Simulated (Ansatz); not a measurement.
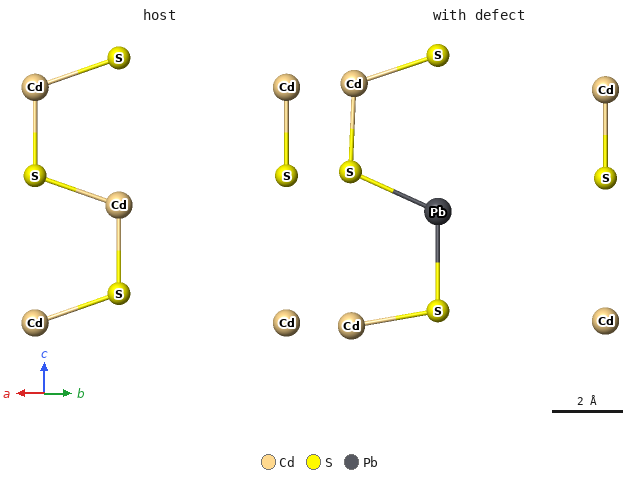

Left: perfect CdS. Right: the same region with one point defect, after relaxing the atoms in a supercell of 32 sites. Style: ball-and-stick. Shown: the atoms within 6.0 Å of one point, in a slice 3.4 Å thick across the line of sight, along [110].

The calculation used DFT, PBE, plane-wave PAW, default files, scalar-relativistic in Ansatz 0.2.0. Settings: plane-wave cutoff 420 eV; k-point mesh 3 × 3 × 2; occupations fermi dirac; smearing width 0.01 eV; no spin polarisation. The axes drawn are those of the host's conventional cell.

### What kind of defect was made?

A cadmium atom is replaced by lead.

The charge state of the cell is 0.

### How does the lattice respond?

In the host the Cd atom has 4 S at 2.53 to 2.54 Å; the Pb atom ends with 4 S at 2.75 to 2.84 Å. Of the host's atoms, a sulfur atom moves furthest from its site, by 0.50 Å. The Pb atom itself moves 0.18 Å from where it was put. Relaxing the atoms from the host's sites lowers the energy by 0.92 eV.

Limits of the set-up: the periodic images lie only 8.3 Å apart, so the values are limited by the cell's size.
